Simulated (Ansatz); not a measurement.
**Molecular dynamics, with input and output: Si2PNH6 (part 5 of 5)**

Continued. System: Si2PNH6. Method: RKS r2SCAN/def2-SVP (Ansatz 0.2.0). It belongs to a series of runs on one base structure; here: dynamics from the highest image of the converged band.

Geometry of the input (Å):
```
Si -1.2643  1.3283  -0.6093
N  0.1916  0.3129  0.0077
Si 0.2622  -1.2490  0.8272
P  1.6205  -0.6769  -0.8208
H  -2.2919  0.4035  -1.2164
H  -0.2214  1.3436  0.6840
H  -0.6871  2.0858  -1.7696
H  -0.8350  -2.2150  0.5655
H  0.6822  -1.1860  2.2509
H  2.6264  -0.1986  0.0841
```

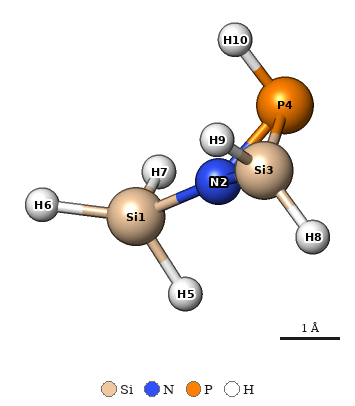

**Figure 1.** The geometry at step 175 of the log (ball-and-stick view, seen at a tilt; atoms are numbered from 1 in the order of the input).

### Trajectory as extended XYZ, continued
```
10
Properties=species:S:1:pos:R:3:forces:R:3 step=151 time_fs=75.5 energy=-26618.16814 temperature=1661.0
Si   -1.0994    1.3104   -0.6709   -0.9507   2.5083   2.5256
N     0.0114    0.0651   -0.1662   -0.2036  -1.1342   0.4596
Si    0.3179   -1.3413    0.9692    0.3177   1.7619  -2.0245
P     1.5436   -0.5453   -0.8384   -0.6232  -0.8794   0.2956
H    -2.6394    1.5125   -0.5667    0.3872  -1.6148  -1.1555
H    -1.2751    2.1214    0.6359    0.8551   0.1078  -0.2748
H    -0.6359    2.3497   -1.6651    0.2500  -0.7670  -0.0702
H    -0.6694   -2.3967    0.6536    0.0956  -0.2604   0.2437
H     0.7222   -1.1670    2.4093   -0.2046   0.1341  -0.3639
H     2.4903    0.2848   -0.1531    0.0764   0.1436   0.3644
10
Properties=species:S:1:pos:R:3:forces:R:3 step=153 time_fs=76.5 energy=-26618.30523 temperature=1793.8
Si   -1.0969    1.3178   -0.6644   -1.1395   1.9878   1.6126
N     0.0077    0.0538   -0.1725   -0.4567  -0.8007   0.5971
Si    0.3218   -1.3440    0.9686    0.3264   1.7236  -1.6523
P     1.5411   -0.5451   -0.8371   -0.5792  -0.8888   0.2249
H    -2.6708    1.4416   -0.6013    0.7945  -1.5125  -1.1002
H    -1.3127    2.1959    0.5283    0.8696   0.3048   0.4777
H    -0.6065    2.3472   -1.6617    0.1425  -0.8490  -0.1257
H    -0.6664   -2.4066    0.6546    0.1648  -0.1915   0.2803
H     0.7276   -1.1484    2.4303   -0.3032   0.0540  -0.7172
H     2.4709    0.2964   -0.1533    0.1807   0.1723   0.4029
10
Properties=species:S:1:pos:R:3:forces:R:3 step=156 time_fs=78.0 energy=-26618.44924 temperature=1933.9
Si   -1.0939    1.3300   -0.6536   -1.2672   0.9524   0.4292
N     0.0016    0.0358   -0.1811   -0.8380  -0.2635   0.7760
Si    0.3279   -1.3471    0.9666    0.2682   1.6072  -1.2680
P     1.5371   -0.5452   -0.8350   -0.3891  -0.7961   0.1925
H    -2.7026    1.3087   -0.6723    1.3448  -1.2065  -0.8710
H    -1.3538    2.3139    0.3775    0.7021   0.6162   1.3621
H    -0.5600    2.3282   -1.6591    0.0576  -0.9041  -0.2948
H    -0.6587   -2.4246    0.6611    0.2614  -0.0858   0.3175
H     0.7300   -1.1196    2.4483   -0.3744  -0.0393  -1.0186
H     2.4451    0.3169   -0.1463    0.2347   0.1196   0.3750
10
Properties=species:S:1:pos:R:3:forces:R:3 step=159 time_fs=79.5 energy=-26618.60123 temperature=2080.7
Si   -1.0919    1.3429   -0.6425   -1.3581   0.1841  -0.1392
N    -0.0058    0.0174   -0.1884   -1.1514   0.2383   0.9137
Si    0.3341   -1.3488    0.9636    0.1497   1.4490  -1.1043
P     1.5327   -0.5458   -0.8328   -0.0963  -0.5778   0.2507
H    -2.7057    1.1502   -0.7619    1.7648  -0.7151  -0.5100
H    -1.3799    2.4443    0.2548    0.4942   0.4458   1.5236
H    -0.5121    2.2899   -1.6630    0.0499  -0.8891  -0.4799
H    -0.6454   -2.4446    0.6744    0.3224  -0.0091   0.3247
H     0.7245   -1.0917    2.4448   -0.3540  -0.0864  -1.0320
H     2.4243    0.3398   -0.1314    0.1789  -0.0398   0.2528
10
Properties=species:S:1:pos:R:3:forces:R:3 step=162 time_fs=81.0 energy=-26618.74415 temperature=2218.0
Si   -1.0910    1.3560   -0.6315   -1.3988  -0.0875  -0.3204
N    -0.0149   -0.0006   -0.1944   -1.3394   0.6368   1.0077
Si    0.3405   -1.3495    0.9597   -0.0064   1.2704  -1.1661
P     1.5283   -0.5468   -0.8304    0.2016  -0.2923   0.3594
H    -2.6711    0.9765   -0.8624    1.9527  -0.0879  -0.0929
H    -1.3951    2.5833    0.1640    0.3744  -0.3138   1.1511
H    -0.4632    2.2324   -1.6770    0.0561  -0.8247  -0.5672
H    -0.6253   -2.4648    0.6947    0.3313   0.0165   0.2990
H     0.7116   -1.0655    2.4195   -0.2485  -0.0743  -0.7570
H     2.4072    0.3618   -0.1111    0.0770  -0.2432   0.0864
10
Properties=species:S:1:pos:R:3:forces:R:3 step=164 time_fs=82.0 energy=-26618.78174 temperature=2254.1
Si   -1.0910    1.3647   -0.6243   -1.3101  -0.1710  -0.4808
N    -0.0222   -0.0121   -0.1975   -1.3813   0.8325   1.0517
Si    0.3448   -1.3494    0.9567   -0.1241   1.1412  -1.3308
P     1.5255   -0.5477   -0.8287    0.3582  -0.1024   0.4326
H    -2.6250    0.8588   -0.9311    1.9119   0.3575   0.1781
H    -1.4007    2.6734    0.1178    0.3244  -0.9073   0.8540
H    -0.4299    2.1842   -1.6930    0.0328  -0.7600  -0.5326
H    -0.6080   -2.4782    0.7118    0.3078   0.0025   0.2658
H     0.6998   -1.0490    2.3933   -0.1370  -0.0277  -0.4191
H     2.3968    0.3738   -0.0963    0.0174  -0.3653  -0.0189
10
Properties=species:S:1:pos:R:3:forces:R:3 step=167 time_fs=83.5 energy=-26618.71287 temperature=2187.6
Si   -1.0917    1.3777   -0.6138   -0.9348  -0.3891  -0.9322
N    -0.0348   -0.0283   -0.2009   -1.3153   1.0244   1.1021
Si    0.3511   -1.3485    0.9512   -0.3047   0.9301  -1.7004
P     1.5214   -0.5489   -0.8259    0.4940   0.1369   0.5087
H    -2.5221    0.6899   -1.0302    1.5946   0.9817   0.5249
H    -1.4033    2.7907    0.0631    0.2573  -1.6112   0.5160
H    -0.3796    2.0984   -1.7262   -0.0695  -0.6261  -0.3345
H    -0.5765   -2.4982    0.7421    0.2391  -0.0555   0.1996
H     0.6802   -1.0244    2.3478    0.0669   0.0952   0.2505
H     2.3815    0.3850   -0.0748   -0.0277  -0.4864  -0.1346
10
Properties=species:S:1:pos:R:3:forces:R:3 step=170 time_fs=85.0 energy=-26618.52175 temperature=2003.3
Si   -1.0932    1.3903   -0.6040   -0.3223  -0.7560  -1.5661
N    -0.0495   -0.0429   -0.2025   -1.1056   1.1078   1.1439
Si    0.3572   -1.3469    0.9444   -0.4478   0.7179  -1.9900
P     1.5176   -0.5501   -0.8227    0.5053   0.2891   0.5165
H    -2.3852    0.5419   -1.1181    1.0161   1.4674   0.7589
H    -1.4003    2.8738    0.0198    0.1930  -1.9899   0.3216
H    -0.3308    1.9993   -1.7663   -0.2366  -0.4304  -0.0122
H    -0.5400   -2.5195    0.7767    0.1546  -0.1289   0.1262
H     0.6619   -0.9977    2.3076    0.2505   0.2321   0.8796
H     2.3657    0.3859   -0.0560   -0.0074  -0.5091  -0.1784
10
Properties=species:S:1:pos:R:3:forces:R:3 step=173 time_fs=86.5 energy=-26618.27964 temperature=1769.6
Si   -1.0949    1.4024   -0.5955    0.3923  -1.2078  -2.2207
N    -0.0659   -0.0558   -0.2023   -0.7816   1.1048   1.1805
Si    0.3629   -1.3448    0.9361   -0.5007   0.5597  -1.8422
P     1.5142   -0.5511   -0.8191    0.4132   0.3378   0.4397
H    -2.2268    0.4252   -1.1900    0.2642   1.7492   0.8527
H    -1.3933    2.9146   -0.0164    0.1324  -2.0643   0.2397
H    -0.2872    1.8910   -1.8067   -0.4113  -0.1550   0.3362
H    -0.5001   -2.5436    0.8140    0.0869  -0.1724   0.0584
H     0.6489   -0.9662    2.2857    0.3306   0.2775   1.0998
H     2.3499    0.3760   -0.0409    0.0739  -0.4294  -0.1442
10
Properties=species:S:1:pos:R:3:forces:R:3 step=175 time_fs=87.5 energy=-26618.11567 temperature=1611.0
Si   -1.0959    1.4099   -0.5907    0.8574  -1.5387  -2.5993
N    -0.0775   -0.0634   -0.2012   -0.5241   1.0687   1.2004
Si    0.3665   -1.3431    0.9297   -0.4843   0.4992  -1.4155
P     1.5121   -0.5516   -0.8166    0.3124   0.3155   0.3417
H    -2.1170    0.3680   -1.2278   -0.2825   1.8062   0.8328
H    -1.3869    2.9172   -0.0375    0.0902  -1.9472   0.2415
H    -0.2628    1.8166   -1.8301   -0.4983   0.0707   0.5327
H    -0.4723   -2.5616    0.8396    0.0638  -0.1639   0.0190
H     0.6440   -0.9420    2.2839    0.3124   0.2172   0.9298
H     2.3401    0.3641   -0.0326    0.1529  -0.3276  -0.0830
10
Properties=species:S:1:pos:R:3:forces:R:3 step=178 time_fs=89.0 energy=-26617.85889 temperature=1362.4
Si   -1.0969    1.4202   -0.5852    1.4764  -2.1180  -3.0303
N    -0.0955   -0.0735   -0.1980   -0.1155   0.9876   1.2165
Si    0.3716   -1.3402    0.9194   -0.4277   0.4346  -0.4415
P     1.5091   -0.5523   -0.8126    0.1374   0.2264   0.1427
H    -1.9590    0.3143   -1.2699   -1.0970   1.6890   0.6848
H    -1.3758    2.8870   -0.0647    0.0074  -1.4684   0.3447
H    -0.2353    1.7071   -1.8552   -0.5481   0.4485   0.7204
H    -0.4296   -2.5914    0.8784    0.0649  -0.0826  -0.0340
H     0.6422   -0.9021    2.2967    0.2184   0.0155   0.3537
H     2.3284    0.3409   -0.0214    0.2838  -0.1325   0.0432
10
Properties=species:S:1:pos:R:3:forces:R:3 step=181 time_fs=90.5 energy=-26617.55432 temperature=1067.8
Si   -1.0966    1.4288   -0.5821    1.9959  -2.9166  -3.3071
N    -0.1137   -0.0820   -0.1929    0.2696   0.9051   1.2032
Si    0.3764   -1.3370    0.9087   -0.3876   0.3224   0.5978
P     1.5062   -0.5527   -0.8085   -0.0153   0.1321  -0.0705
H    -1.8246    0.2966   -1.2975   -1.8341   1.3543   0.4165
H    -1.3647    2.8260   -0.0843   -0.1345  -0.5237   0.6095
H    -0.2194    1.6072   -1.8651   -0.4841   0.8329   0.7505
H    -0.3854   -2.6229    0.9164    0.0917   0.0613  -0.0867
H     0.6450   -0.8620    2.3171    0.1141  -0.2221  -0.2754
H     2.3228    0.3147   -0.0093    0.3842   0.0543   0.1623
10
Properties=species:S:1:pos:R:3:forces:R:3 step=184 time_fs=92.0 energy=-26617.20553 temperature=731.4
Si   -1.0949    1.4352   -0.5815    2.4353  -3.9484  -3.4552
N    -0.1315   -0.0892   -0.1859    0.5790   0.8520   1.1436
Si    0.3809   -1.3336    0.8985   -0.3798   0.1300   1.4495
P     1.5034   -0.5531   -0.8044   -0.0900   0.1103  -0.2310
H    -1.7294    0.3079   -1.3162   -2.4355   0.8890   0.0794
H    -1.3566    2.7544   -0.0904   -0.3565   0.8134   1.0366
H    -0.2137    1.5252   -1.8590   -0.3103   1.1795   0.6210
H    -0.3392   -2.6530    0.9525    0.1136   0.2188  -0.1446
H     0.6504   -0.8265    2.3319    0.0457  -0.4059  -0.7103
H     2.3254    0.2897    0.0062    0.3986   0.1615   0.2111
10
Properties=species:S:1:pos:R:3:forces:R:3 step=186 time_fs=93.0 energy=-26617.01335 temperature=546.8
Si   -1.0927    1.4378   -0.5826    2.6421  -4.5297  -3.4325
N    -0.1429   -0.0932   -0.1803    0.7220   0.8456   1.0677
Si    0.3837   -1.3313    0.8922   -0.3838  -0.0287   1.8696
P     1.5014   -0.5533   -0.8018   -0.0812   0.1573  -0.2872
H    -1.6942    0.3267   -1.3272   -2.7332   0.5886  -0.1335
H    -1.3552    2.7145   -0.0827   -0.5063   1.6009   1.3141
H    -0.2139    1.4841   -1.8474   -0.1422   1.3712   0.4556
H    -0.3071   -2.6707    0.9750    0.1121   0.3038  -0.1853
H     0.6546   -0.8075    2.3338    0.0261  -0.4790  -0.8535
H     2.3318    0.2747    0.0190    0.3444   0.1700   0.1851
10
Properties=species:S:1:pos:R:3:forces:R:3 step=189 time_fs=94.5 energy=-26616.96909 temperature=504.8
Si   -1.0877    1.4387   -0.5865    2.6327  -4.6312  -3.0310
N    -0.1591   -0.0982   -0.1704    0.8203   0.8949   0.8820
Si    0.3877   -1.3278    0.8841   -0.3880  -0.2817   2.2689
P     1.4984   -0.5535   -0.7981    0.0090   0.3047  -0.3036
H    -1.6910    0.3649   -1.3466   -2.9545   0.3269  -0.3118
H    -1.3623    2.6840   -0.0472   -0.5718   1.8412   1.3997
H    -0.2161    1.4476   -1.8224    0.1629   1.5769   0.1202
H    -0.2570   -2.6916    1.0052    0.0751   0.3700  -0.2455
H     0.6614   -0.7876    2.3214    0.0351  -0.5066  -0.8473
H     2.3473    0.2552    0.0413    0.1792   0.1048   0.0684
10
Properties=species:S:1:pos:R:3:forces:R:3 step=192 time_fs=96.0 energy=-26617.27806 temperature=801.9
Si   -1.0807    1.4362   -0.5926    2.0710  -3.8364  -2.2160
N    -0.1740   -0.1017   -0.1593    0.7766   1.0208   0.5991
Si    0.3913   -1.3245    0.8777   -0.3852  -0.5341   2.3863
P     1.4954   -0.5535   -0.7945    0.1458   0.4862  -0.2878
H    -1.7508    0.4108   -1.3721   -2.7650   0.4497  -0.1798
H    -1.3812    2.6910    0.0174   -0.3563   0.8352   0.9180
H    -0.2147    1.4448   -1.7949    0.4653   1.6620  -0.2446
H    -0.2054   -2.7048    1.0301   -0.0047   0.3444  -0.2984
H     0.6690   -0.7785    2.2912    0.0892  -0.4307  -0.5845
H     2.3666    0.2379    0.0650   -0.0367   0.0029  -0.0924
10
Properties=species:S:1:pos:R:3:forces:R:3 step=195 time_fs=97.5 energy=-26617.73187 temperature=1239.2
Si   -1.0722    1.4307   -0.6005    1.0648  -3.0021  -1.4545
N    -0.1877   -0.1037   -0.1472    0.6294   1.2024   0.2328
Si    0.3947   -1.3216    0.8732   -0.3860  -0.7827   2.2200
P     1.4926   -0.5531   -0.7912    0.2728   0.6333  -0.2991
H    -1.8693    0.4669   -1.4010   -2.0420   0.8829   0.2591
H    -1.4076    2.7156    0.1013   -0.0061  -0.4506   0.1922
H    -0.2036    1.4776   -1.7725    0.6371   1.6104  -0.4917
H    -0.1539   -2.7106    1.0486   -0.1180   0.2292  -0.3372
H     0.6786   -0.7785    2.2487    0.1873  -0.2517  -0.0864
H     2.3851    0.2208    0.0867   -0.2392  -0.0710  -0.2352
10
Properties=species:S:1:pos:R:3:forces:R:3 step=197 time_fs=98.5 energy=-26618.00417 temperature=1502.2
Si   -1.0659    1.4256   -0.6064    0.3113  -2.6168  -1.1639
N    -0.1963   -0.1040   -0.1389    0.5115   1.3272  -0.0364
Si    0.3968   -1.3201    0.8711   -0.3949  -0.9381   1.9791
P     1.4908   -0.5526   -0.7891    0.3318   0.6891  -0.3395
H    -1.9737    0.5142   -1.4178   -1.3071   1.1797   0.6136
H    -1.4258    2.7284    0.1606    0.2122  -1.0778  -0.2307
H    -0.1888    1.5188   -1.7631    0.6101   1.4952  -0.5039
H    -0.1208   -2.7116    1.0570   -0.2038   0.1158  -0.3523
H     0.6871   -0.7817    2.2187    0.2706  -0.0900   0.3319
H     2.3948    0.2086    0.0985   -0.3417  -0.0843  -0.2979
10
Properties=species:S:1:pos:R:3:forces:R:3 step=200 time_fs=100.0 energy=-26618.30237 temperature=1790.5
Si   -1.0565    1.4165   -0.6160   -0.6812  -2.0855  -1.0389
N    -0.2086   -0.1026   -0.1266    0.3673   1.4618  -0.4293
Si    0.3997   -1.3183    0.8692   -0.4141  -1.1067   1.5688
P     1.4882   -0.5515   -0.7861    0.3620   0.6953  -0.4571
H    -2.1512    0.6069   -1.4311   -0.0589   1.4015   1.0376
H    -1.4487    2.7273    0.2445    0.4655  -1.5909  -0.6715
H    -0.1562    1.6069   -1.7575    0.3242   1.1877  -0.2438
H    -0.0751   -2.7114    1.0632   -0.3308  -0.0704  -0.3570
H     0.7050   -0.7877    2.1809    0.3881   0.1461   0.9159
H     2.4031    0.1888    0.1109   -0.4221  -0.0388  -0.3247
```
